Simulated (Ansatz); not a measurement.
## Energy and gradient calculation, with input and output: C₃H₆F₂

C₃H₆F₂, computed with r2SCAN0/def2-SVP, RKS (Ansatz 0.2.0).

The geometry comes from this level: PBE0-D4/def2-TZVP. Figures and captions count atoms from 1; the log counts them from 0 in places.

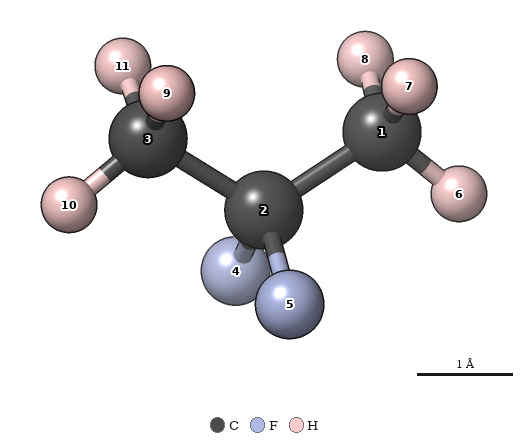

*The structure (ball-and-stick view, seen at a tilt; atoms are numbered from 1 in the order of the input).*

Bond lengths as drawn: C–C 1.50 Å, C–F 1.37 Å and C–H 1.09 Å.

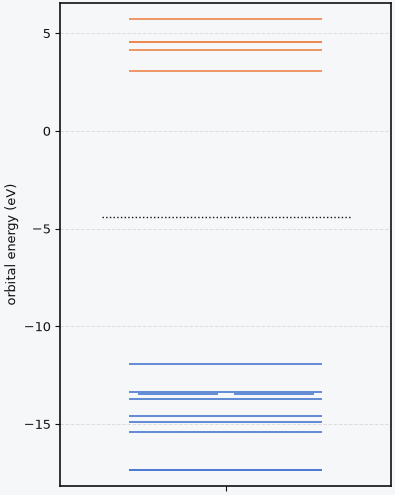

*Orbital energies near the frontier; the dotted line parts filled from empty levels, and levels within 0.02 eV of each other stand side by side.*

Highest filled −11.92 eV, lowest empty 3.09 eV, 15.01 eV apart.

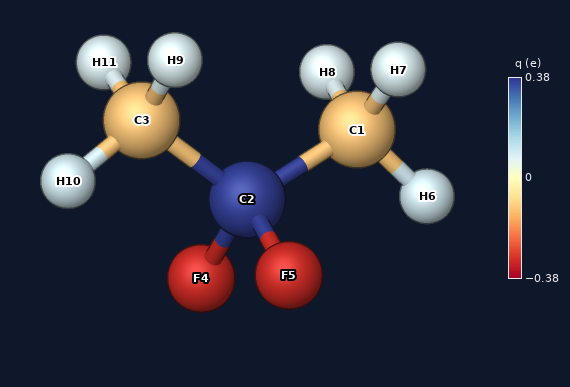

*Mulliken charges, as the colour of each atom (ball-and-stick view, seen at a tilt; atoms are numbered from 1 in the order of the input; Mulliken charges depend strongly on the basis).*

By element: C −0.11 to +0.36, F −0.31 and H +0.07 to +0.09 e.

These pictures come from the run below.

**The input**
```yaml
crystal:
  periodic: [false, false, false]
  atoms:
    - {symbol: C, position_ang: [-1.159930, 0.446550, 0.389450]}
    - {symbol: C, position_ang: [0.146280, 0.373380, -0.353350]}
    - {symbol: C, position_ang: [1.016000, -0.813950, -0.041740]}
    - {symbol: F, position_ang: [-0.112510, 0.387010, -1.698960]}
    - {symbol: F, position_ang: [0.858430, 1.517050, -0.102980]}
    - {symbol: H, position_ang: [-1.698040, 1.343430, 0.081860]}
    - {symbol: H, position_ang: [-0.977310, 0.488910, 1.463490]}
    - {symbol: H, position_ang: [-1.767350, -0.430500, 0.164670]}
    - {symbol: H, position_ang: [1.279310, -0.816970, 1.016250]}
    - {symbol: H, position_ang: [1.927250, -0.757640, -0.637590]}
    - {symbol: H, position_ang: [0.487880, -1.737260, -0.281100]}
basis:
  gaussian:
    orbitals: def2-SVP
hamiltonian:
  xc: {name: r2SCAN0, parameters: {a: 0.6}}
output: {forces: true, orbitals: {seedname: orbitals}}
```

Launch command:
```bash
ansatz run job.yaml --threads 1 --pin off --max-ram 3480MiB --events-out events.jsonl --progress --plain --runs-dir runs
```

**What the program printed**
```
Functional definition: r2SCAN0
  name "r2SCAN0"
  parameter a = 0.25
  parameter k0 = 0.174
  parameter k1 = 0.065
  parameter a1 = 4.9479
  exchange = (1 - a)*r2scan_x(k0 = k0, k1 = k1, a1 = a1) + a*exact_x
  correlation = r2scan_c
  with a = 0.6 from the input
1004 factors; integrals over basis functions are off by at most 1.5e-3 eV
mean field evaluation 1: about -8626.7656 eV, gradient 4.0e1 eV
mean field evaluation 2: about -8628.8127 eV, gradient 2.7e1 eV
mean field evaluation 4: about -8630.1407 eV, gradient 1.4e0 eV
mean field evaluation 8: about -8630.2270 eV, gradient 3.8e-2 eV
mean field -8630.22703744 eV, -317.1549938480 hartree, gradient 4.1e-5 eV, S^2 0.000000; 0 other end points of the search recorded, 0 dependent functions left out
the calculation of the forces begins
reference -8630.22704136 eV, -317.1549939919 hartree; 21, 21 occupied and 79, 79 virtual orbitals, 1004 factors
Total energy: -8630.22704136 eV, -317.1549939919 hartree
Atom 0 at    -1.159930     0.446550     0.389450 Å, force     0.269820    -0.019679    -0.150178 eV/Å
Atom 1 at     0.146280     0.373380    -0.353350 Å, force     0.223690     0.572047    -0.541049 eV/Å
Atom 2 at     1.016000    -0.813950    -0.041740 Å, force    -0.182223     0.242315    -0.061147 eV/Å
Atom 3 at    -0.112510     0.387010    -1.698960 Å, force     0.224499    -0.002828     1.140818 eV/Å
Atom 4 at     0.858430     1.517050    -0.102980 Å, force    -0.604665    -0.967872    -0.222518 eV/Å
Atom 5 at    -1.698040     1.343430     0.081860 Å, force     0.079025    -0.082889     0.010764 eV/Å
Atom 6 at    -0.977310     0.488910     1.463490 Å, force    -0.002290     0.009651    -0.118912 eV/Å
Atom 7 at    -1.767350    -0.430500     0.164670 Å, force     0.071425     0.095488     0.002456 eV/Å
Atom 8 at     1.279310    -0.816970     1.016250 Å, force    -0.025361     0.022646    -0.114018 eV/Å
Atom 9 at     1.927250    -0.757640    -0.637590 Å, force    -0.102747     0.022427     0.047147 eV/Å
Atom 10 at     0.487880    -1.737260    -0.281100 Å, force     0.048826     0.108693     0.006638 eV/Å
Dipole moment:    -0.144638    -0.369228     0.349425 e Å
```

**Summary**

- outcome: converged
- total energy: −317.154994 hartree
- basis functions: 100
- largest force: 1.163 eV/Å
- SCF solution under orbital rotations: stable
- HOMO: −11.92 eV
- LUMO: 3.09 eV
- dipole moment: 2.54 D
- hardware: 1 thread of Arm Neoverse V2, 24 GiB of memory available, shared host
- wall time: 6.6 s
- peak memory: 0.2 GiB
